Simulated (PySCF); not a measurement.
N₂, SMILES N#N, singlet at its B3LYP/def2-SVP optimised geometry (Å):

```
2

N     -0.5502     0.0000     0.0000
N      0.5502     0.0000     0.0000
```

Calculation: B3LYP/def2-TZVP (PySCF). Cells within 0.4 Å of a nucleus heavier than hydrogen are left out (blank, or x).

Map of the HOMO amplitude (bohr^(-3/2)), clipped to [-0.25, 0.25] on the plane z = 0.0 Å; orbital energy -11.92 eV, overall sign arbitrary:

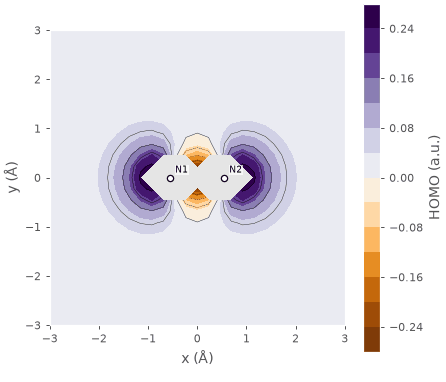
Figure: HOMO amplitude (bohr^(-3/2)), clipped to [-0.25, 0.25] on the plane z = 0.0 Å.
